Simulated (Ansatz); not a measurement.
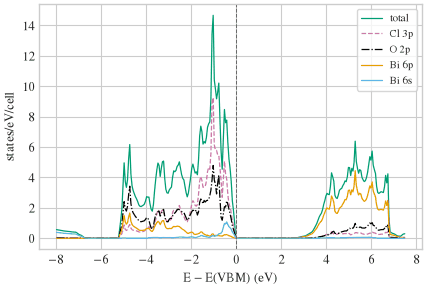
Figure: Total and projected density of states of BiClO in space group P4/nmm (No. 129; Bi on 2c, Cl on 2c, O on 2a), LDA in the plane-wave PAW code Ansatz

Which orbitals carry the states next to the gap?

Top 1 eV of the valence band: Cl 3p 56 %, O 2p 33 %, Bi 6s 8 %. Bottom 1 eV of the conduction band: Bi 6p 71 %, O 2s 11 %, O 2p 6 %. Projections are on Löwdin-orthogonalised atomic valence shells; empty p or d shells of many metals are not among them.

Where is the tallest occupied peak in this window, and what makes it?

Near -1.0 eV, about 15 states/eV per cell; the largest projected share is Cl 3p.

The workflow started from a Materials Project entry (that database holds measured and hypothetical structures alike); the Crystallography Open Database files this formula in space group No. 129, but the cells were not matched. Whether it is the stable phase at ambient conditions was not checked. The cell was relaxed with LDA under the symmetry of its start; phonons on a q-mesh show no instability. A crystal of weakly bound layers computed without a dispersion correction: the cell and the soft elastic constants depend strongly on that. Scalar-relativistic: spin–orbit coupling is off unless named, which matters more the heavier the elements.

Potentials: the later of the program's two PAW sets.
